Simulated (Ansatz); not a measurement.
Consider ClFGeH3Sn (doublet).

The calculation's input:

```
crystal:
  periodic: [false, false, false]
  atoms:
    - {symbol: Cl, position_ang: [-1.863845, 0.953455, -1.796643]}
    - {symbol: F, position_ang: [2.005182, -0.051628, 1.766713]}
    - {symbol: Ge, position_ang: [0.454544, -0.286944, 0.985329]}
    - {symbol: Sn, position_ang: [0.374892, 1.378338, -1.073040]}
    - {symbol: H, position_ang: [-0.616222, 0.056194, 2.032541]}
    - {symbol: H, position_ang: [0.407050, -1.772533, 0.578028]}
    - {symbol: H, position_ang: [1.331063, 0.857538, -2.430930]}
basis:
  gaussian:
    orbitals: def2-TZVPD
magnetization:
  spin_polarized: true
  initial_magnetization: 1
hamiltonian:
  xc: pbe0
output: {forces: true, orbitals: {seedname: orbitals}}
```

Run with:

```sh
ansatz run input.yaml --threads 2 --pin off --max-ram 4350MiB --events-out events.jsonl --progress --plain --runs-dir runs
```

Geometry: r2SCAN-D4/def2-SVP; core potentials replace the inner electrons of Sn.

Method: isolated molecule in a Gaussian basis; Kohn-Sham density functional theory, functional PBE0 in Ansatz.

Q: What can the converged electron density, electron localisation function and spin density tell about the bonding?

A: Ge–F (1.75 Å): ρ is about 0.95 e/Å³ halfway; the ELF peaks at about 0.80 in the valence shell of F, 0.5 Å from its nucleus, and is about 0.25 at the midpoint.
Sn–Cl (2.39 Å): ρ at the midpoint is about 0.54 e/Å³; the ELF peaks at about 0.85 in the valence shell of Cl, 0.9 Å from its nucleus, and drops to about 0.15 between the two atoms.
Sn–Ge (2.65 Å): the density is about 0.46 e/Å³ at the midpoint; the ELF peaks at about 0.85 between the atoms (a shared electron pair).
The unpaired spin (1 electron) lies mostly on Sn4 (about 0.7), Ge3 (about 0.1), H7 (about 0.1) and Cl1 (about 0.1), in electrons by Hirshfeld's partition.

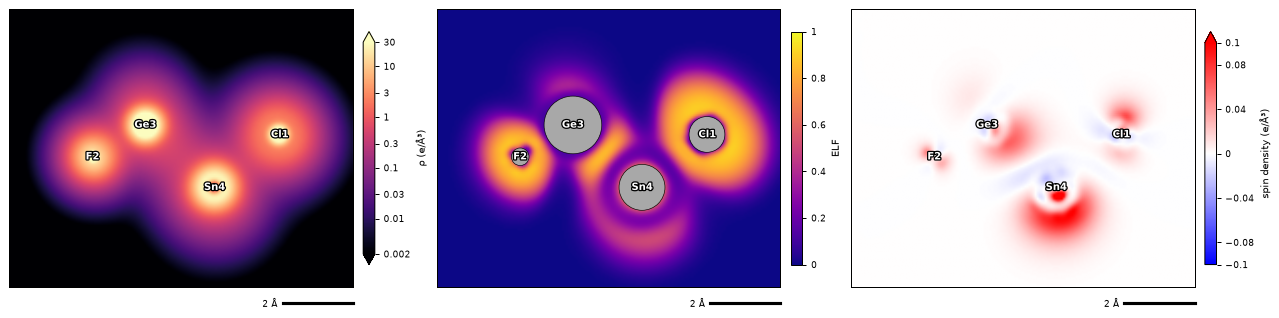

Computed electron density, electron localisation function and spin density on the plane of atoms F2, Ge3 and Sn4, in this order. Grey discs cover the atomic cores in the ELF map. 
